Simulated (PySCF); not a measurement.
# Frequency calculation, with input and output: AlF₂

AlF₂, multiplicity 2, computed with UKS-based PBE0, Al def2-TZVP, F def2-TZVP; non-relativistic Hamiltonian; density fitting (PySCF 2.14.0).

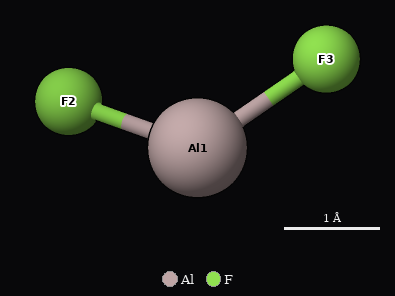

Figure 1. The structure (ball-and-stick view, seen at a tilt; atoms are numbered from 1 in the order of the input). Sticks mark near contacts. Bond lengths as drawn: Al–F 1.65 Å.

**Summary**

- outcome: converged
- total energy: −442.018492 hartree
- ⟨S²⟩: 0.751
- zero-point energy: 0.004301 hartree
- dipole moment: 1.80 D
- wavenumbers, lowest and highest: 230 and 903 cm⁻¹
- hardware: 4 threads of Arm Neoverse V1, 24 GiB of memory available, shared host
- wall time: 16 s (CPU time 49 s)
- peak memory: 0.9 GiB

**Input**
```python
from pyscf import gto, scf, dft
mol = gto.M(atom='''
Al    -0.000000    -0.484695     0.000000
F      0.000000     0.343191     1.423394
F      0.000000     0.343191    -1.423394''',
    basis={'Al': 'def2-TZVP', 'F': 'def2-TZVP'},
    charge=0, spin=1)
mf = dft.UKS(mol, xc='PBE0')
mf.grids.atom_grid = (75, 302)
aux = {'Al': 'def2-universal-JKFIT', 'F': 'def2-universal-JKFIT'}
mf = mf.density_fit(auxbasis=aux)
mf.conv_tol = 1e-09
mf.diis_space = 10
mf.max_cycle = 60
mf.verbose = 4
mf.kernel()
```

The script is an equivalent of the set-up of the self-consistent field. The run itself was carried out by a driver, which started from the orbitals of the step before it where there was one and computed the further properties.

Run as:
```bash
OMP_NUM_THREADS=4 python axn.py task.json out
```

**Output**
```
init E= -442.018491522129
  alpha nocc = 16  HOMO = -0.259069317165476  LUMO = -0.011482107679889
  beta  nocc = 15  HOMO = -0.422940019991495  LUMO = -0.122746921231041
  HOMO = -0.259069317165  LUMO = -0.122746921231  gap/eV = 3.70952
cycle= 1 E= -442.018491522129  delta_E= -2.27e-13  |g|= 1.71e-06  |ddm|= 1.12e-06
  alpha nocc = 16  HOMO = -0.259069329591078  LUMO = -0.0114821474918969
  beta  nocc = 15  HOMO = -0.422940743075815  LUMO = -0.122746935232712
  HOMO = -0.259069329591  LUMO = -0.122746935233  gap/eV = 3.70952
Extra cycle  E= -442.01849152213  delta_E= -9.09e-13  |g|= 2.73e-06  |ddm|= 1.74e-06
converged SCF energy = -442.01849152213  <S^2> = 0.7509411  2S+1 = 2.0009409
```

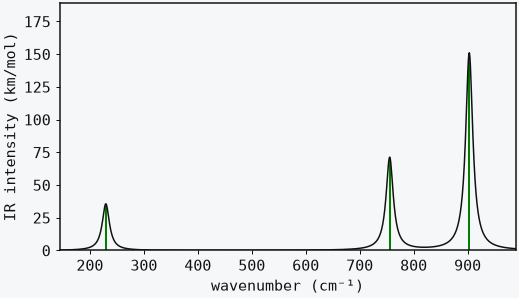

Figure 2. Harmonic infrared spectrum, unscaled: sticks (degenerate modes added up, dark ones marked on the axis) with a Lorentzian envelope of 16 cm⁻¹ full width, scaled to the tallest stick. 3 modes from 230 to 903 cm⁻¹, none imaginary. The strongest line is at 903 cm⁻¹ (151 km/mol). All modes, in cm⁻¹ (km/mol): 230 (36), 756 (71), 903 (151).

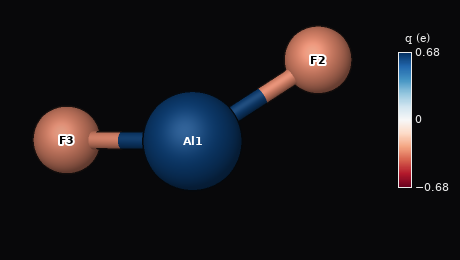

Figure 3. Mulliken charges, as the colour of each atom (ball-and-stick view, seen at an oblique angle; atoms are numbered from 1 in the order of the input). By element: Al +0.64 and F −0.32 e.
